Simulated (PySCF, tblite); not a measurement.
**C5H4F2S: dynamics, then NMR shifts on frames**

Aim: move C5H4F2S (`FCc1ccc(F)s1`) away from its starting geometry and see how NMR shifts follow the geometry.

The runs use tblite 0.8.0 and PySCF 2.14.0, with density-fitted response routines of our own; the level of theory stands in each step. All values are computed, except where a source is named. Atoms count from 0, in the outputs and in this text.

## Step 1: Starting geometry

12 atoms, charge 0, multiplicity 1; geometry from: GFN2-xTB.

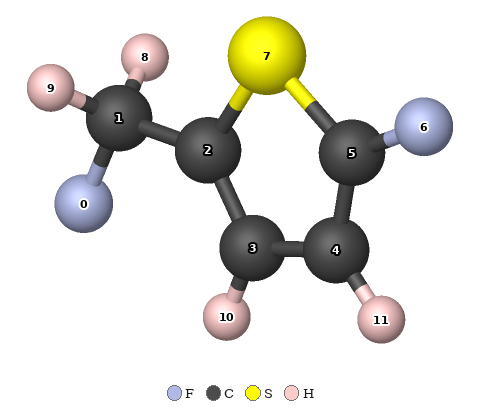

As it starts; fluorine light blue, carbon dark grey, sulfur yellow, hydrogen pink, atoms numbered.

## Step 2: Dynamics with GFN2-xTB

What the job is given:

```
{"job": {"kind": "md", "xc": "GFN2-xTB", "basis": "xTB", "temperature": 600, "steps": 2000, "every": 50, "frames": 5}, "charge": 0, "multiplicity": 1}
F     -2.683139    -0.375787     0.153070
C     -1.877460     0.665884    -0.219027
C     -0.439123     0.283798    -0.097285
C      0.086331    -0.898123     0.312547
C      1.502253    -0.915243     0.305327
C      2.005234     0.268030    -0.114482
F      3.291337     0.589945    -0.239105
S      0.789933     1.438060    -0.514147
H     -2.138181     0.919746    -1.254559
H     -2.123709     1.512240     0.435022
H     -0.517927    -1.734247     0.612565
H      2.105649    -1.754989     0.594047
```

With the program's defaults for keys left out, this is: GFN2-xTB Langevin dynamics, gas phase.

Started as:

```console
OMP_NUM_THREADS=1 python probes_run.py task.json out
```

One launch serves the whole session: the jobs run in the order shown.

Output:

```text
t/fs     T/K      E/eV
    0.0   523.0   -691.95330
   25.0   369.6   -691.50449
   50.0   350.9   -691.29254
   75.0   464.8   -691.52655
  100.0   394.4   -691.55395
  125.0   516.9   -691.52609
  150.0   476.6   -691.37172
  175.0   352.8   -691.10518
  200.0   453.7   -691.43575
  225.0   541.0   -691.39699
  250.0   328.1   -691.11812
  275.0   515.6   -691.28029
  300.0   750.3   -691.34272
  325.0   825.3   -691.11880
  350.0   641.2   -691.07948
  375.0   735.5   -691.31189
  400.0   608.9   -691.08110
  425.0   457.9   -691.02326
  450.0   602.4   -690.99982
  475.0   707.5   -691.38169
  500.0   566.8   -691.42033
  525.0   456.1   -691.29596
  550.0   503.5   -691.62250
  575.0   483.4   -691.16142
  600.0   681.5   -691.01824
  625.0   456.6   -690.88471
  650.0   742.8   -691.16422
  675.0   608.8   -690.85337
  700.0   710.3   -691.22318
  725.0   876.9   -691.38652
  750.0   484.1   -691.07962
  775.0   526.7   -691.19647
  800.0   509.3   -691.24146
  825.0   549.6   -691.17133
  850.0   582.8   -690.91600
  875.0   572.4   -690.91540
  900.0   411.5   -691.09818
  925.0   552.0   -691.26475
  950.0   406.6   -690.92285
  975.0   893.6   -691.56347
 1000.0   768.6   -691.48270
```

Run time: 11 s. Hardware: 1 thread of Intel Xeon Platinum 8488C, shared host; peak memory 0.18 GiB.

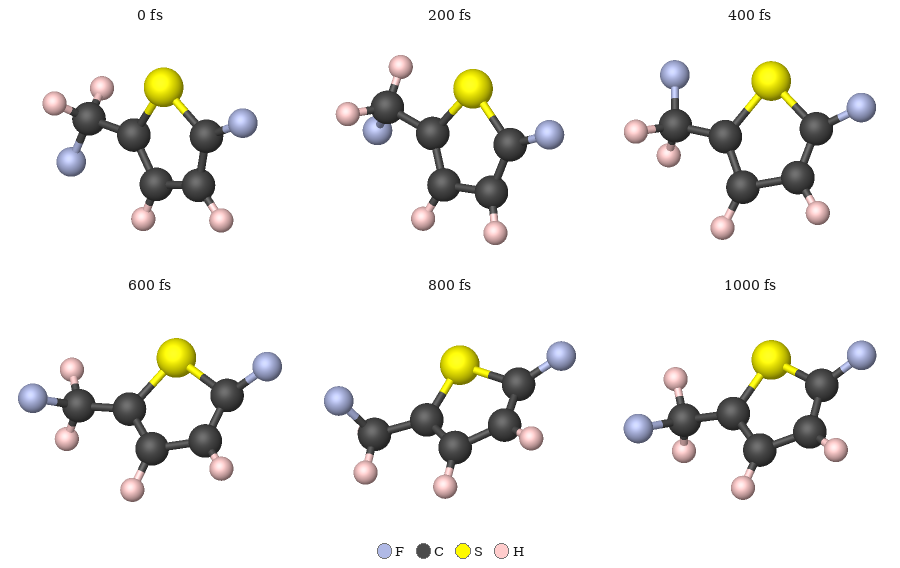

Frames of the run.

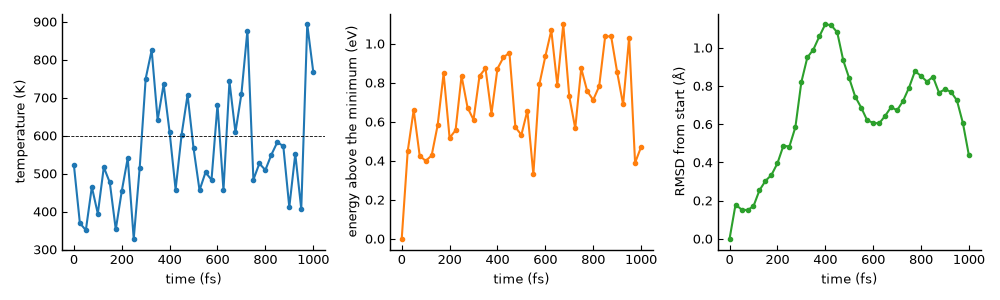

Temperature, potential energy and distance from the start.

Positions (Å) and forces (eV/Å) at 1000 fs:

```xyz
12

F    -3.035    0.220    2.014    0.126   -0.778   -0.745
C    -2.754   -0.320    0.732   -0.311    1.864    0.651
C    -1.263   -0.264    0.482   -1.052   -1.859    0.867
C    -0.223   -0.953    1.072   -0.988   -0.063    1.231
C     0.970   -0.839    0.370    0.942   -0.119    0.068
C     0.740   -0.208   -0.809   -0.432    0.173    0.995
F     1.695    0.216   -1.562    1.506    0.537   -1.770
S    -0.864    0.381   -1.027    0.688    0.295   -0.865
H    -3.295   -1.282    0.646    0.591    0.329    0.185
H    -3.223    0.454    0.051    0.225   -0.878    0.384
H    -0.261   -1.458    2.046   -0.282    0.371   -0.614
H     1.977   -1.149    0.710   -1.013    0.127   -0.387
```

## Step 3: Nuclear shieldings: 250 fs, PBE0/pcSseg-1

What the job is given:

```
{"job": {"kind": "nmr", "xc": "PBE0", "basis": "pcSseg-1", "pop": false}, "charge": 0, "multiplicity": 1}
F     -3.118900     0.235100    -0.313700
C     -2.342600     1.120500     0.279600
C     -0.970700     0.553000     0.546100
C     -0.679700    -0.671700     1.136900
C      0.752300    -0.866100     0.949300
C      1.387200     0.157600     0.377000
F      2.711800     0.212900     0.044500
S      0.180900     1.296200    -0.323000
H     -2.268600     2.027900    -0.380500
H     -2.776000     1.403300     1.205800
H     -1.387400    -1.416600     1.542000
H      1.393700    -1.575400     1.356500
```

Level: GIAO PBE0/pcSseg-1 NMR shielding, non-relativistic, gas phase.

Output:

```text
coarse grid: 11712 points
cycle   1  E = -789.9986752828  dE =  1.534e+00  |g| = 6.312e-01  |ddm| = 3.510e+00
cycle   2  E = -789.9107432329  dE =  8.793e-02  |g| = 9.333e-01  |ddm| = 1.220e+00
cycle   3  E = -790.0685543313  dE = -1.578e-01  |g| = 9.980e-02  |ddm| = 8.275e-01
cycle   4  E = -790.0705157351  dE = -1.961e-03  |g| = 5.780e-02  |ddm| = 1.662e-01
cycle   5  E = -790.0712945820  dE = -7.788e-04  |g| = 9.722e-03  |ddm| = 5.730e-02
cycle   6  E = -790.0713099664  dE = -1.538e-05  |g| = 4.505e-03  |ddm| = 1.389e-02
cycle   7  E = -790.0713143548  dE = -4.388e-06  |g| = 1.066e-03  |ddm| = 4.812e-03
final grid: 112488 points
cycle   8  E = -790.1340727448  dE = -3.048e-05  |g| = 9.221e-03  |ddm| = 2.795e-02
cycle   9  E = -790.1340484373  dE =  2.431e-05  |g| = 1.380e-02  |ddm| = 2.247e-02
cycle  10  E = -790.1340920940  dE = -4.366e-05  |g| = 1.268e-03  |ddm| = 1.502e-02
cycle  11  E = -790.1340924372  dE = -3.432e-07  |g| = 4.036e-04  |ddm| = 1.593e-03
cycle  12  E = -790.1340924727  dE = -3.545e-08  |g| = 1.304e-04  |ddm| = 4.111e-04
cycle  13  E = -790.1340924761  dE = -3.382e-09  |g| = 3.854e-05  |ddm| = 1.468e-04
cycle  14  E = -790.1340924765  dE = -3.954e-10  |g| = 1.186e-05  |ddm| = 6.359e-05
converged SCF energy = -790.1340924765

GIAO shielding tensors (ppm)
atom      isotropic    diamagn.    paramagn.     s11        s22        s33       span
  0 F      406.412     471.554     -65.142    364.393    376.380    478.463    114.070
  1 C      108.258     234.112    -125.854     80.809     92.705    151.260     70.451
  2 C       49.866     268.523    -218.657    -41.431     46.440    144.589    186.021
  3 C       60.240     251.964    -191.724    -26.712     52.161    155.271    181.983
  4 C       65.820     254.909    -189.089    -10.062     54.374    153.148    163.210
  5 C        1.193     257.585    -256.391    -64.419     27.270     40.729    105.148
  6 F      292.494     472.258    -179.765    213.957    308.925    354.599    140.642
  7 S      286.555    1058.141    -771.586     88.806    369.802    401.055    312.249
  8 H       26.275      26.626      -0.352     20.751     28.735     29.338      8.587
  9 H       26.740      26.658       0.082     23.011     27.105     30.104      7.093
 10 H       23.567      29.979      -6.412     20.703     23.275     26.723      6.021
 11 H       25.319      30.922      -5.603     22.852     24.405     28.702      5.850
```

Run time: 17 s. Hardware: 1 thread of Intel Xeon Platinum 8488C, shared host; peak memory 0.83 GiB.

The references, computed at this level on geometries of the same kind, shield at (ppm): 1H TMS 31.72, 13C TMS 186.9, 19F CFCl3 170.9, 33S CS2 504. Their shielding less the atom's gives the shift. The references are single molecules in the gas phase, so shifts against H2O, NH3, PH3, H3PO4 or CFCl3 are not on the usual liquid scales and can be off by tens of ppm. Each atom is listed at this fixed geometry, with no averaging over motion; a spectrum would average atoms that exchange fast.

```csv
atoms,environment,σ (ppm),δ (ppm)
C5,aromatic carbon bearing fluorine,1.2,185.7
C2,substituted aromatic carbon next to the ring sulfur,49.9,137.1
C3,aromatic CH,60.2,126.7
C4,aromatic CH,65.8,121.1
C1,"sp3 CH2 bonded to F, on an aromatic ring",108.3,78.7
H10,hydrogen on an aromatic CH,23.57,8.15
H11,hydrogen on an aromatic CH,25.32,6.40
H8,"hydrogen on an sp3 CH2 bonded to F, on an aromatic ring",26.27,5.44
H9,"hydrogen on an sp3 CH2 bonded to F, on an aromatic ring",26.74,4.98
F6,aryl fluorine,292.5,-121.5
F0,fluorine on an sp3 carbon,406.4,-235.5
S7,aromatic ring sulfur,287,217
```

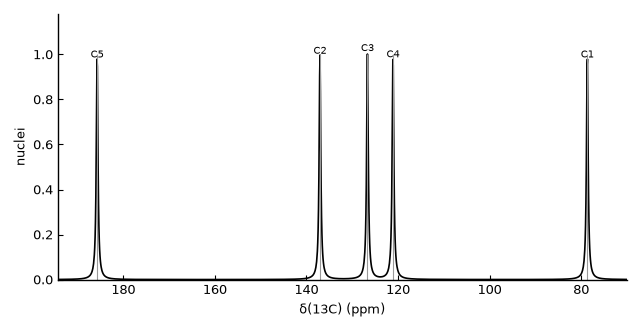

13C lines at the computed shifts, without couplings. Lines are broadened to a width of 0.43 ppm (Lorentzian).

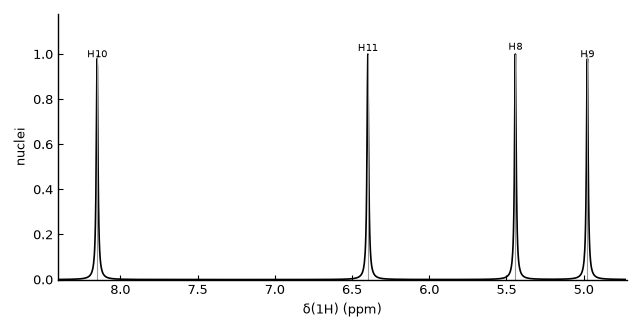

1H lines at the computed shifts, without couplings. Lines are broadened to a width of 0.01 ppm (Lorentzian).

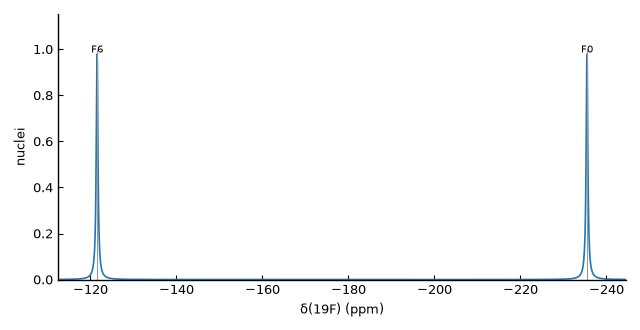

19F lines at the computed shifts, without couplings. Lines are broadened to a width of 0.46 ppm (Lorentzian).

Ring of atoms C2, C3, C4, C5, S7: NICS(0) -12.0, NICS(1) -9.7, NICS(1)zz -22.0 ppm (means of both faces).

## Step 4: NMR shieldings: 425 fs, PBE0/pcSseg-1

What the job is given:

```
{"job": {"kind": "nmr", "xc": "PBE0", "basis": "pcSseg-1", "pop": false}, "charge": 0, "multiplicity": 1}
F     -2.963700     1.363000     0.254400
C     -2.727700     0.340400     1.046600
C     -1.309400    -0.057800     0.780400
C     -0.526200    -0.987000     1.355400
C      0.868800    -1.055000     0.823500
C      1.002800    -0.073100    -0.024600
F      2.015500    -0.068800    -0.808600
S     -0.532400     0.732600    -0.447700
H     -3.008000     0.542400     2.127000
H     -3.432600    -0.499500     0.734400
H     -0.912000    -1.536100     2.211800
H      1.635300    -1.801500     1.127400
```

Level: GIAO PBE0/pcSseg-1 NMR shielding, non-relativistic, gas phase.

Output:

```text
coarse grid: 11712 points
cycle   1  E = -790.0055041788  dE =  1.655e+00  |g| = 6.107e-01  |ddm| = 3.521e+00
cycle   2  E = -789.9518047915  dE =  5.370e-02  |g| = 8.210e-01  |ddm| = 1.033e+00
cycle   3  E = -790.0701713505  dE = -1.184e-01  |g| = 8.741e-02  |ddm| = 6.773e-01
cycle   4  E = -790.0717328053  dE = -1.561e-03  |g| = 4.903e-02  |ddm| = 1.554e-01
cycle   5  E = -790.0722814574  dE = -5.487e-04  |g| = 9.385e-03  |ddm| = 5.246e-02
cycle   6  E = -790.0722968930  dE = -1.544e-05  |g| = 3.365e-03  |ddm| = 1.187e-02
cycle   7  E = -790.0722995383  dE = -2.645e-06  |g| = 7.567e-04  |ddm| = 4.470e-03
final grid: 112488 points
cycle   8  E = -790.1342708774  dE = -2.358e-05  |g| = 8.367e-03  |ddm| = 2.936e-02
cycle   9  E = -790.1342504690  dE =  2.041e-05  |g| = 1.224e-02  |ddm| = 2.222e-02
cycle  10  E = -790.1342876320  dE = -3.716e-05  |g| = 1.309e-03  |ddm| = 1.495e-02
cycle  11  E = -790.1342880395  dE = -4.075e-07  |g| = 2.934e-04  |ddm| = 1.567e-03
cycle  12  E = -790.1342880581  dE = -1.863e-08  |g| = 1.007e-04  |ddm| = 3.328e-04
cycle  13  E = -790.1342880599  dE = -1.767e-09  |g| = 3.181e-05  |ddm| = 1.048e-04
cycle  14  E = -790.1342880601  dE = -2.262e-10  |g| = 1.129e-05  |ddm| = 4.727e-05
converged SCF energy = -790.1342880601

GIAO shielding tensors (ppm)
atom      isotropic    diamagn.    paramagn.     s11        s22        s33       span
  0 F      423.188     472.334     -49.146    375.424    402.686    491.455    116.031
  1 C      105.413     235.051    -129.638     81.649     83.417    151.173     69.524
  2 C       52.727     268.378    -215.651    -36.063     71.052    123.193    159.256
  3 C       62.681     250.267    -187.586    -13.956     54.701    147.297    161.253
  4 C       67.319     257.261    -189.942     -6.469     64.445    143.981    150.451
  5 C       13.455     251.621    -238.166    -58.168     35.570     62.964    121.133
  6 F      307.798     471.599    -163.801    235.216    272.424    415.754    180.538
  7 S      306.384    1056.744    -750.359    125.972    335.060    458.120    332.148
  8 H       25.219      25.066       0.154     21.233     25.163     29.262      8.029
  9 H       25.100      25.151      -0.052     20.866     25.005     29.428      8.561
 10 H       25.387      31.038      -5.651     22.061     25.065     29.035      6.974
 11 H       23.971      29.606      -5.635     21.501     23.812     26.600      5.099
```

Run time: 17 s. Hardware: 1 thread of Intel Xeon Platinum 8488C, shared host; peak memory 0.78 GiB.

Key values: δ C5 173.5, C2 134.2, C3 124.2, C4 119.6, H11 7.75, H9 6.62 ppm.

(Part 1 of 2 ends here.)
